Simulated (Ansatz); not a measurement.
## Run report: SiNH$_{6}$, molecular dynamics (part 2 of 4)

SiNH$_{6}$, multiplicity 2; UKS PBE-D4/def2-SVP (Ansatz 0.2.0). It belongs to a series of runs on one base structure; here: dynamics from the start.

Geometry of the input (Å):
```
H  -0.4353  -0.1794  -0.3269
N  -0.9963  -0.6603  -1.4428
Si 0.4986  0.4705  1.1606
H  -0.7414  0.0380  -2.1357
H  -0.4317  -1.4831  -1.6365
H  -0.4923  1.1449  1.9802
H  1.5057  1.3682  0.6086
H  1.0926  -0.6988  1.7925
```

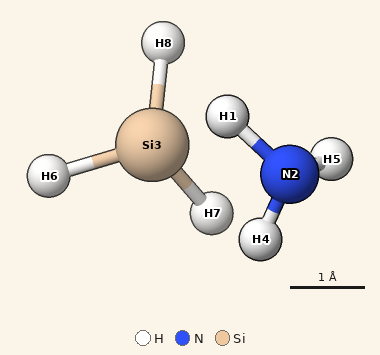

The geometry at step 121 of the log (ball-and-stick view, seen at a tilt; atoms are numbered from 1 in the order of the input).

The program's output, continued:
```
md step    86: t =    43.00 fs  T =   578.2 K  F+E_penalty+E_count = -9453.19045202 eV  E_kin = 0.448434 eV  conserved = -9452.74201769 eV  (31 SCF iters, 3 dispersion substeps)
md step    87: t =    43.50 fs  T =   750.8 K  F+E_penalty+E_count = -9453.32601950 eV  E_kin = 0.582268 eV  conserved = -9452.74375175 eV  (30 SCF iters, 3 dispersion substeps)
md step    88: t =    44.00 fs  T =   902.4 K  F+E_penalty+E_count = -9453.44662838 eV  E_kin = 0.699855 eV  conserved = -9452.74677302 eV  (29 SCF iters, 3 dispersion substeps)
md step    89: t =    44.50 fs  T =   979.7 K  F+E_penalty+E_count = -9453.51071721 eV  E_kin = 0.759835 eV  conserved = -9452.75088188 eV  (29 SCF iters, 3 dispersion substeps)
md step    90: t =    45.00 fs  T =   918.7 K  F+E_penalty+E_count = -9453.46652321 eV  E_kin = 0.712521 eV  conserved = -9452.75400241 eV  (29 SCF iters, 3 dispersion substeps)
md step    91: t =    45.50 fs  T =   689.8 K  F+E_penalty+E_count = -9453.28649584 eV  E_kin = 0.535015 eV  conserved = -9452.75148093 eV  (29 SCF iters, 3 dispersion substeps)
md step    92: t =    46.00 fs  T =   375.5 K  F+E_penalty+E_count = -9453.03205709 eV  E_kin = 0.291239 eV  conserved = -9452.74081768 eV  (28 SCF iters, 3 dispersion substeps)
md step    93: t =    46.50 fs  T =   182.1 K  F+E_penalty+E_count = -9452.87266457 eV  E_kin = 0.141268 eV  conserved = -9452.73139657 eV  (28 SCF iters, 3 dispersion substeps)
md step    94: t =    47.00 fs  T =   268.1 K  F+E_penalty+E_count = -9452.94401237 eV  E_kin = 0.207951 eV  conserved = -9452.73606106 eV  (29 SCF iters, 3 dispersion substeps)
md step    95: t =    47.50 fs  T =   556.3 K  F+E_penalty+E_count = -9453.17982351 eV  E_kin = 0.431480 eV  conserved = -9452.74834315 eV  (29 SCF iters, 3 dispersion substeps)
md step    96: t =    48.00 fs  T =   826.9 K  F+E_penalty+E_count = -9453.39566603 eV  E_kin = 0.641280 eV  conserved = -9452.75438580 eV  (29 SCF iters, 3 dispersion substeps)
md step    97: t =    48.50 fs  T =   940.2 K  F+E_penalty+E_count = -9453.48176206 eV  E_kin = 0.729150 eV  conserved = -9452.75261201 eV  (29 SCF iters, 3 dispersion substeps)
md step    98: t =    49.00 fs  T =   896.3 K  F+E_penalty+E_count = -9453.44323459 eV  E_kin = 0.695152 eV  conserved = -9452.74808303 eV  (28 SCF iters, 3 dispersion substeps)
md step    99: t =    49.50 fs  T =   762.3 K  F+E_penalty+E_count = -9453.33548323 eV  E_kin = 0.591201 eV  conserved = -9452.74428229 eV  (29 SCF iters, 3 dispersion substeps)
md step   100: t =    50.00 fs  T =   604.0 K  F+E_penalty+E_count = -9453.21058348 eV  E_kin = 0.468453 eV  conserved = -9452.74213001 eV  (31 SCF iters, 3 dispersion substeps)
md step   101: t =    50.50 fs  T =   462.0 K  F+E_penalty+E_count = -9453.09957026 eV  E_kin = 0.358292 eV  conserved = -9452.74127856 eV  (31 SCF iters, 3 dispersion substeps)
md step   102: t =    51.00 fs  T =   353.4 K  F+E_penalty+E_count = -9453.01514642 eV  E_kin = 0.274075 eV  conserved = -9452.74107117 eV  (32 SCF iters, 3 dispersion substeps)
md step   103: t =    51.50 fs  T =   283.0 K  F+E_penalty+E_count = -9452.96045341 eV  E_kin = 0.219465 eV  conserved = -9452.74098795 eV  (32 SCF iters, 3 dispersion substeps)
md step   104: t =    52.00 fs  T =   252.5 K  F+E_penalty+E_count = -9452.93660038 eV  E_kin = 0.195809 eV  conserved = -9452.74079089 eV  (32 SCF iters, 3 dispersion substeps)
md step   105: t =    52.50 fs  T =   265.4 K  F+E_penalty+E_count = -9452.94631028 eV  E_kin = 0.205801 eV  conserved = -9452.74050897 eV  (30 SCF iters, 3 dispersion substeps)
md step   106: t =    53.00 fs  T =   326.5 K  F+E_penalty+E_count = -9452.99360256 eV  E_kin = 0.253245 eV  conserved = -9452.74035738 eV  (31 SCF iters, 3 dispersion substeps)
md step   107: t =    53.50 fs  T =   438.2 K  F+E_penalty+E_count = -9453.08053453 eV  E_kin = 0.339854 eV  conserved = -9452.74068089 eV  (32 SCF iters, 3 dispersion substeps)
md step   108: t =    54.00 fs  T =   593.2 K  F+E_penalty+E_count = -9453.20202681 eV  E_kin = 0.460101 eV  conserved = -9452.74192606 eV  (31 SCF iters, 3 dispersion substeps)
md step   109: t =    54.50 fs  T =   767.1 K  F+E_penalty+E_count = -9453.33952147 eV  E_kin = 0.594954 eV  conserved = -9452.74456753 eV  (31 SCF iters, 3 dispersion substeps)
md step   110: t =    55.00 fs  T =   910.7 K  F+E_penalty+E_count = -9453.45509062 eV  E_kin = 0.706340 eV  conserved = -9452.74875071 eV  (30 SCF iters, 3 dispersion substeps)
md step   111: t =    55.50 fs  T =   952.7 K  F+E_penalty+E_count = -9453.49214077 eV  E_kin = 0.738889 eV  conserved = -9452.75325148 eV  (29 SCF iters, 3 dispersion substeps)
md step   112: t =    56.00 fs  T =   830.3 K  F+E_penalty+E_count = -9453.39801825 eV  E_kin = 0.643930 eV  conserved = -9452.75408789 eV  (30 SCF iters, 3 dispersion substeps)
md step   113: t =    56.50 fs  T =   563.7 K  F+E_penalty+E_count = -9453.18365814 eV  E_kin = 0.437209 eV  conserved = -9452.74644883 eV  (29 SCF iters, 3 dispersion substeps)
md step   114: t =    57.00 fs  T =   317.5 K  F+E_penalty+E_count = -9452.98072355 eV  E_kin = 0.246209 eV  conserved = -9452.73451472 eV  (28 SCF iters, 3 dispersion substeps)
md step   115: t =    57.50 fs  T =   298.9 K  F+E_penalty+E_count = -9452.96515220 eV  E_kin = 0.231782 eV  conserved = -9452.73337016 eV  (29 SCF iters, 3 dispersion substeps)
md step   116: t =    58.00 fs  T =   527.0 K  F+E_penalty+E_count = -9453.15348527 eV  E_kin = 0.408749 eV  conserved = -9452.74473624 eV  (29 SCF iters, 3 dispersion substeps)
md step   117: t =    58.50 fs  T =   809.5 K  F+E_penalty+E_count = -9453.38132828 eV  E_kin = 0.627814 eV  conserved = -9452.75351473 eV  (29 SCF iters, 3 dispersion substeps)
md step   118: t =    59.00 fs  T =   967.9 K  F+E_penalty+E_count = -9453.50409506 eV  E_kin = 0.750640 eV  conserved = -9452.75345528 eV  (29 SCF iters, 3 dispersion substeps)
md step   119: t =    59.50 fs  T =   967.6 K  F+E_penalty+E_count = -9453.49966107 eV  E_kin = 0.750406 eV  conserved = -9452.74925469 eV  (29 SCF iters, 3 dispersion substeps)
md step   120: t =    60.00 fs  T =   863.6 K  F+E_penalty+E_count = -9453.41530297 eV  E_kin = 0.669768 eV  conserved = -9452.74553458 eV  (29 SCF iters, 3 dispersion substeps)
md step   121: t =    60.50 fs  T =   717.9 K  F+E_penalty+E_count = -9453.30027385 eV  E_kin = 0.556756 eV  conserved = -9452.74351751 eV  (30 SCF iters, 3 dispersion substeps)
md step   122: t =    61.00 fs  T =   568.0 K  F+E_penalty+E_count = -9453.18308067 eV  E_kin = 0.440498 eV  conserved = -9452.74258251 eV  (31 SCF iters, 3 dispersion substeps)
md step   123: t =    61.50 fs  T =   432.6 K  F+E_penalty+E_count = -9453.07746301 eV  E_kin = 0.335545 eV  conserved = -9452.74191840 eV  (31 SCF iters, 3 dispersion substeps)
md step   124: t =    62.00 fs  T =   325.1 K  F+E_penalty+E_count = -9452.99328221 eV  E_kin = 0.252122 eV  conserved = -9452.74116067 eV  (32 SCF iters, 3 dispersion substeps)
md step   125: t =    62.50 fs  T =   259.8 K  F+E_penalty+E_count = -9452.94182974 eV  E_kin = 0.201474 eV  conserved = -9452.74035556 eV  (32 SCF iters, 3 dispersion substeps)
md step   126: t =    63.00 fs  T =   252.0 K  F+E_penalty+E_count = -9452.93519328 eV  E_kin = 0.195440 eV  conserved = -9452.73975307 eV  (29 SCF iters, 3 dispersion substeps)
md step   127: t =    63.50 fs  T =   313.0 K  F+E_penalty+E_count = -9452.98241042 eV  E_kin = 0.242734 eV  conserved = -9452.73967637 eV  (32 SCF iters, 3 dispersion substeps)
md step   128: t =    64.00 fs  T =   443.5 K  F+E_penalty+E_count = -9453.08443159 eV  E_kin = 0.343943 eV  conserved = -9452.74048865 eV  (32 SCF iters, 3 dispersion substeps)
md step   129: t =    64.50 fs  T =   626.8 K  F+E_penalty+E_count = -9453.22867722 eV  E_kin = 0.486097 eV  conserved = -9452.74257982 eV  (32 SCF iters, 3 dispersion substeps)
md step   130: t =    65.00 fs  T =   822.1 K  F+E_penalty+E_count = -9453.38381621 eV  E_kin = 0.637604 eV  conserved = -9452.74621253 eV  (31 SCF iters, 3 dispersion substeps)
md step   131: t =    65.50 fs  T =   962.9 K  F+E_penalty+E_count = -9453.49769341 eV  E_kin = 0.746762 eV  conserved = -9452.75093123 eV  (30 SCF iters, 3 dispersion substeps)
md step   132: t =    66.00 fs  T =   971.2 K  F+E_penalty+E_count = -9453.50762406 eV  E_kin = 0.753227 eV  conserved = -9452.75439751 eV  (30 SCF iters, 3 dispersion substeps)
md step   133: t =    66.50 fs  T =   807.5 K  F+E_penalty+E_count = -9453.37841211 eV  E_kin = 0.626299 eV  conserved = -9452.75211278 eV  (29 SCF iters, 3 dispersion substeps)
md step   134: t =    67.00 fs  T =   543.9 K  F+E_penalty+E_count = -9453.16429345 eV  E_kin = 0.421843 eV  conserved = -9452.74245089 eV  (29 SCF iters, 3 dispersion substeps)
md step   135: t =    67.50 fs  T =   364.6 K  F+E_penalty+E_count = -9453.01737352 eV  E_kin = 0.282795 eV  conserved = -9452.73457867 eV  (29 SCF iters, 3 dispersion substeps)
md step   136: t =    68.00 fs  T =   404.4 K  F+E_penalty+E_count = -9453.05234954 eV  E_kin = 0.313642 eV  conserved = -9452.73870730 eV  (30 SCF iters, 3 dispersion substeps)
md step   137: t =    68.50 fs  T =   598.8 K  F+E_penalty+E_count = -9453.21249381 eV  E_kin = 0.464429 eV  conserved = -9452.74806499 eV  (28 SCF iters, 3 dispersion substeps)
md step   138: t =    69.00 fs  T =   780.0 K  F+E_penalty+E_count = -9453.35666936 eV  E_kin = 0.604899 eV  conserved = -9452.75177040 eV  (29 SCF iters, 3 dispersion substeps)
md step   139: t =    69.50 fs  T =   853.7 K  F+E_penalty+E_count = -9453.41198135 eV  E_kin = 0.662067 eV  conserved = -9452.74991478 eV  (30 SCF iters, 3 dispersion substeps)
md step   140: t =    70.00 fs  T =   826.3 K  F+E_penalty+E_count = -9453.38786442 eV  E_kin = 0.640820 eV  conserved = -9452.74704466 eV  (31 SCF iters, 3 dispersion substeps)
md step   141: t =    70.50 fs  T =   737.3 K  F+E_penalty+E_count = -9453.31701639 eV  E_kin = 0.571819 eV  conserved = -9452.74519705 eV  (31 SCF iters, 3 dispersion substeps)
md step   142: t =    71.00 fs  T =   617.3 K  F+E_penalty+E_count = -9453.22280238 eV  E_kin = 0.478735 eV  conserved = -9452.74406774 eV  (31 SCF iters, 3 dispersion substeps)
md step   143: t =    71.50 fs  T =   486.3 K  F+E_penalty+E_count = -9453.12017050 eV  E_kin = 0.377180 eV  conserved = -9452.74299092 eV  (31 SCF iters, 3 dispersion substeps)
md step   144: t =    72.00 fs  T =   364.0 K  F+E_penalty+E_count = -9453.02407882 eV  E_kin = 0.282298 eV  conserved = -9452.74178117 eV  (31 SCF iters, 3 dispersion substeps)
md step   145: t =    72.50 fs  T =   272.6 K  F+E_penalty+E_count = -9452.95206722 eV  E_kin = 0.211450 eV  conserved = -9452.74061743 eV  (32 SCF iters, 3 dispersion substeps)
md step   146: t =    73.00 fs  T =   234.3 K  F+E_penalty+E_count = -9452.92150120 eV  E_kin = 0.181734 eV  conserved = -9452.73976673 eV  (32 SCF iters, 3 dispersion substeps)
md step   147: t =    73.50 fs  T =   265.4 K  F+E_penalty+E_count = -9452.94528030 eV  E_kin = 0.205811 eV  conserved = -9452.73946974 eV  (32 SCF iters, 3 dispersion substeps)
md step   148: t =    74.00 fs  T =   371.2 K  F+E_penalty+E_count = -9453.02785078 eV  E_kin = 0.287890 eV  conserved = -9452.73996066 eV  (32 SCF iters, 3 dispersion substeps)
md step   149: t =    74.50 fs  T =   541.5 K  F+E_penalty+E_count = -9453.16147024 eV  E_kin = 0.419953 eV  conserved = -9452.74151756 eV  (32 SCF iters, 3 dispersion substeps)
these checks for a lower state are left out or cut short: starts, cluster_reference, orbital_swaps, neighbouring_geometries, increment
716 factors; their error is unknown
mean field -9453.23449500 eV, -347.3999600589 hartree, gradient 5.3e-6 eV, S^2 0.752373; 0 other end points of the search recorded, 0 dependent functions left out
the calculation of the forces begins
reference -9453.23452862 eV, -347.3999612944 hartree; 14, 13 occupied and 48, 49 virtual orbitals, 716 factors
716 factors; their error is unknown
mean field evaluation 1216: about -9453.2848 eV, gradient 2.0e-1 eV
mean field -9453.23449500 eV, -347.3999600589 hartree, gradient 7.2e-6 eV, S^2 0.752373; 1 other end points of the search recorded, 0 dependent functions left out
the calculation of the forces begins
reference -9453.23452862 eV, -347.3999612944 hartree; 14, 13 occupied and 48, 49 virtual orbitals, 716 factors
md step   150: t =    75.00 fs  T =   745.1 K  F+E_penalty+E_count = -9453.32231670 eV  E_kin = 0.577904 eV  conserved = -9452.74441271 eV  (29 SCF iters, 3 dispersion substeps)
```

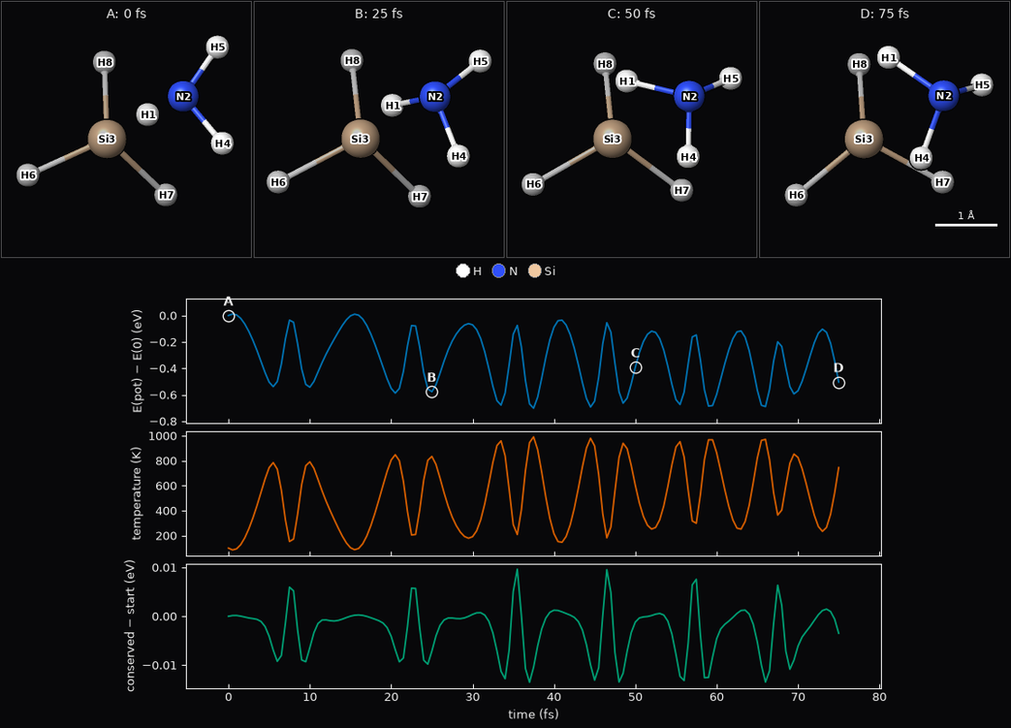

Frames of the molecular dynamics (ball-and-stick, seen at a tilt) above the curves, on which the letters mark them. The trajectory kept here has 151 frames over 75 fs. The temperature starts at 100 K, ranges from 85 to 991 K and averages 570 K over the second half. The potential energy ends 0.504 eV below its first value. The conserved quantity stays within 0.023 eV. After an unweighted best fit of the last frame on the first, the root-mean-square displacement is 0.73 Å, and H1 has moved furthest (1.48 Å).

```
Total energy: -9453.32235032 eV, -347.4031886823 hartree
Atom 0 at    -1.485032    -1.140516    -0.642397 Å, force     1.416460     1.075551    -1.987550 eV/Å
Atom 1 at    -0.970995    -0.692434    -1.524998 Å, force     0.544225     0.754583     2.306164 eV/Å
Atom 2 at     0.490608     0.482441     1.176130 Å, force     0.598163    -0.488579     0.250620 eV/Å
Atom 3 at    -1.053909     0.392789    -1.358994 Å, force     0.215152    -2.234041    -0.265542 eV/Å
Atom 4 at     0.098325    -0.905741    -1.408081 Å, force    -2.160490     0.392011    -0.048977 eV/Å
Atom 5 at     0.107423     1.617158     2.065622 Å, force    -0.192320     0.230622     0.165863 eV/Å
Atom 6 at     1.604943     0.973767     0.275984 Å, force    -0.106094    -0.041683    -0.056891 eV/Å
Atom 7 at     1.096872    -0.633824     2.059584 Å, force    -0.315095     0.311536    -0.363687 eV/Å
Dipole moment:    -0.029046     0.009281     0.056802 e Å
```

Trajectory as extended XYZ (Å, eV, eV/Å), 53 of the 151 frames kept, from step=0 to step=150:
```
8
Properties=species:S:1:pos:R:3:forces:R:3 step=0 time_fs=0.0 energy=-9452.81850 temperature=100.0
H    -0.4353   -0.1794   -0.3269   -0.8846  -0.7298  -1.5988
N    -0.9963   -0.6603   -1.4428   -0.2675   0.7840   2.5707
Si    0.4986    0.4705    1.1606   -0.4232  -0.4150  -1.0985
H    -0.7414    0.0380   -2.1357    0.4668   0.4986  -0.5620
H    -0.4317   -1.4831   -1.6365    0.6659  -0.5163  -0.2188
H    -0.4923    1.1449    1.9802   -0.5616   0.4536   0.6116
H     1.5057    1.3682    0.6086    0.6249   0.5711  -0.1819
H     1.0926   -0.6988    1.7925    0.3793  -0.6463   0.4778
8
Properties=species:S:1:pos:R:3:forces:R:3 step=3 time_fs=1.5 energy=-9452.83957 temperature=127.2
H    -0.4308   -0.1774   -0.3393   -0.9664  -0.7945  -1.6014
N    -0.9937   -0.6602   -1.4404   -0.2562   0.7508   2.7624
Si    0.4984    0.4687    1.1584   -0.7261   0.1284  -0.9793
H    -0.7597    0.0591   -2.1162    0.5187   0.4396  -0.6766
H    -0.4245   -1.4823   -1.6288    0.6570  -0.3834  -0.3175
H    -0.5045    1.1565    1.9922   -0.2613   0.2612   0.3375
H     1.5107    1.3695    0.6008    0.5281   0.4714  -0.1137
H     1.0753   -0.6871    1.8005    0.5063  -0.8735   0.5886
8
Properties=species:S:1:pos:R:3:forces:R:3 step=6 time_fs=3.0 energy=-9453.00579 temperature=340.9
H    -0.4473   -0.1926   -0.3866   -1.1323  -0.9239  -1.7608
N    -0.9913   -0.6590   -1.4337    0.4399   0.8263   2.2912
Si    0.4977    0.4670    1.1555   -0.6734   0.5105  -0.5466
H    -0.7673    0.0887   -2.1103    0.3459  -0.2204  -0.2174
H    -0.4039   -1.4889   -1.6276    0.2305   0.2758  -0.2628
H    -0.5222    1.1736    2.0114    0.1273   0.0020  -0.0112
H     1.5268    1.3807    0.5908    0.2426   0.2018   0.0467
H     1.0685   -0.6935    1.8208    0.4194  -0.6721   0.4608
8
Properties=species:S:1:pos:R:3:forces:R:3 step=9 time_fs=4.5 energy=-9453.25042 temperature=654.2
H    -0.4879   -0.2274   -0.4711   -1.0914  -0.8514  -1.4680
N    -0.9884   -0.6564   -1.4236    0.9997   0.7577   1.2127
Si    0.4964    0.4657    1.1522   -0.3250   0.6219   0.0834
H    -0.7675    0.1136   -2.1092    0.1071  -0.8628   0.2496
H    -0.3783   -1.4897   -1.6321   -0.2433   0.8277  -0.1628
H    -0.5373    1.1909    2.0305    0.4364  -0.2084  -0.2912
H     1.5480    1.3962    0.5817   -0.0798  -0.1002   0.2144
H     1.0706   -0.7139    1.8507    0.1963  -0.1846   0.1617
8
Properties=species:S:1:pos:R:3:forces:R:3 step=12 time_fs=6.0 energy=-9453.31821 temperature=732.4
H    -0.5499   -0.2787   -0.5830    0.3177   0.4527   1.5895
N    -0.9840   -0.6528   -1.4119   -0.0378  -0.4787  -2.1519
Si    0.4949    0.4648    1.1489    0.0655   0.5194   0.6080
H    -0.7653    0.1207   -2.1032   -0.0965  -1.0301   0.3435
H    -0.3577   -1.4736   -1.6401   -0.4886   0.8654  -0.1197
H    -0.5433    1.2038    2.0435    0.5932  -0.3190  -0.4426
H     1.5677    1.4097    0.5772   -0.3210  -0.3263   0.3307
H     1.0769   -0.7383    1.8840   -0.0325   0.3166  -0.1575
```
